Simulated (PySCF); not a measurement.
# Br4Yb ([YbBr4]-): the cost of one run

Programs: PySCF 2.14.0, with routines of our own; each step states its level. All values are computed. Atoms count from 0.

## Step 1: The starting structure

5 atoms, charge -1, states of the metal's open shell are computed; geometry from: model geometry, bond lengths from ionic radii.

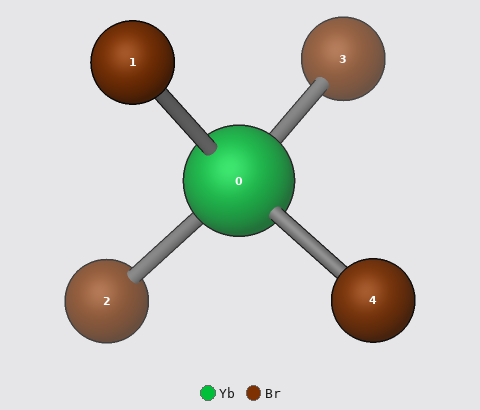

The starting geometry (ytterbium green, bromine brown); sticks join atoms by distance alone.

## Step 2: Ligand-field states: state-averaged CASSCF in water

The job: settings as JSON, then the geometry in Å.

```
{"job": {"kind": "lf", "basis": {"metal": "x2c-TZVPall", "ligand": "x2c-SVPall"}, "nevpt": true, "solvent": "water"}, "charge": -1, "metal": "Yb", "open_shell": "f13"}
Yb     0.000000     0.000000     0.000000
Br     1.505729     1.505729     1.505730
Br    -1.505729    -1.505729     1.505730
Br    -1.505729     1.505729    -1.505730
Br     1.505729    -1.505729    -1.505730
```

Method: state-averaged CASSCF of the metal f shell, SC-NEVPT2 on the averaged canonical orbitals, state-interaction spin-orbit coupling.

Launch:

```console
$ OMP_NUM_THREADS=1 python lf_run.py task.json out
```

One launch serves the whole session: the jobs run in the order shown.

**Question.** How long does this first job take on 1 thread of Intel Xeon 6975P-C, shared host, and how much memory does it need?

About 53 s, with a peak of 0.77 GiB.
